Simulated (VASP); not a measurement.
Band structure of InSe (relaxed from the beta-GaS structure, space group P6_3/mmc). These are PBE GGA, VASP's PBE PAW potentials (set 64) (plane waves; VASP) values and carry that method's errors.

Without a dispersion term in the relaxation, distances and binding between the weakly bound layers, chains or molecules are unreliable, and so is what depends on them. Unless said otherwise, spin-orbit coupling is left out, though it shifts the bands of the heavy elements here.

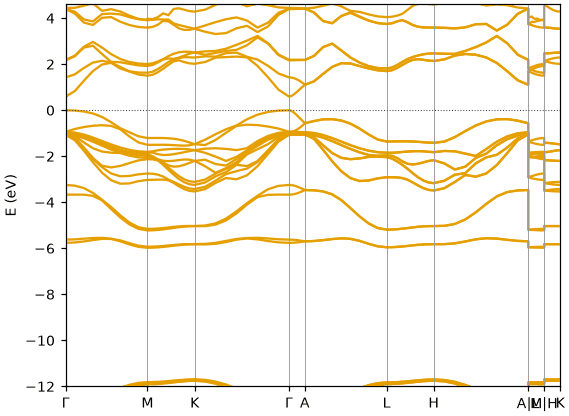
Figure. Bands along high-symmetry lines, zero at the valence-band maximum or, without a gap, the Fermi level

Read the plot: is there a gap, and where are the band edges?

The gap is direct, 0.60 eV, from the valence maximum at Γ to the conduction minimum at Γ. (Edges off the drawn lines would not show.)

Measured: gap 1.17 eV (computed value off by -0.57 eV), as given by Sangtae Kim et al., Scientific Data (2020), doi:10.1038/s41597-020-00723-8.

The structure was generated: InSe was put into the beta-GaS type (P6_3/mmc), a phase also known from measurement. It was relaxed first, which changed the volume by -7 %.
